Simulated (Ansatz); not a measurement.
# Ga2O3: pressure series

The parent structure is Ga2O3 in the corundum structure (space group R-3c, No. 167).

```
Ga2O3
1.0
    2.52884     1.46003     4.54105
   -2.52884     1.46003     4.54105
    0.00000    -2.92005     4.54105
Ga O
4 6
Cartesian
  0.00000   0.00000   4.84772
  0.00000   0.00000   1.96385
  0.00000   0.00000   8.77543
  0.00000   0.00000  11.65930
 -0.99569   1.46003   7.94684
 -0.76657  -1.59231   7.94684
  1.76227   0.13228   7.94684
  0.99569  -1.46003   5.67632
  0.76657   1.59231   5.67632
 -1.76227  -0.13228   5.67632
```

Cell and atoms are relaxed at each pressure.

All numbers come from PBE (Ansatz, an electronic-structure program; PAW; 420 eV plane waves; without spin-orbit coupling).

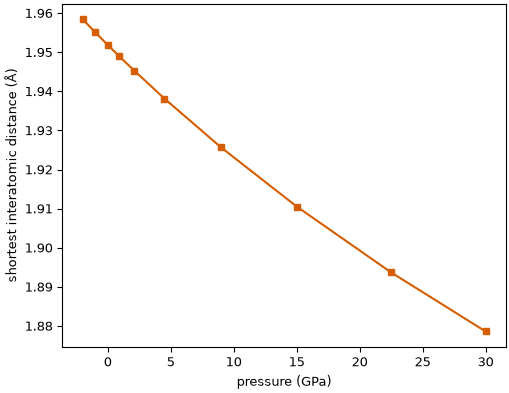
Fig. 1. Shortest interatomic distance against pressure

| pressure (GPa) | shortest interatomic distance |
|---|---|
| -2 | 1.958 Å |
| -1 | 1.955 Å |
| 0.9 | 1.949 Å |
| 2.1 | 1.945 Å |
| 4.5 | 1.938 Å |
| 9 | 1.926 Å |
| 15 | 1.911 Å |
| 22.5 | 1.894 Å |
| 30 | 1.879 Å |

Load acts through the strain it causes; cell and atoms are relaxed under it. Stability against distortions was not tested. Competing high-pressure phases were not computed.
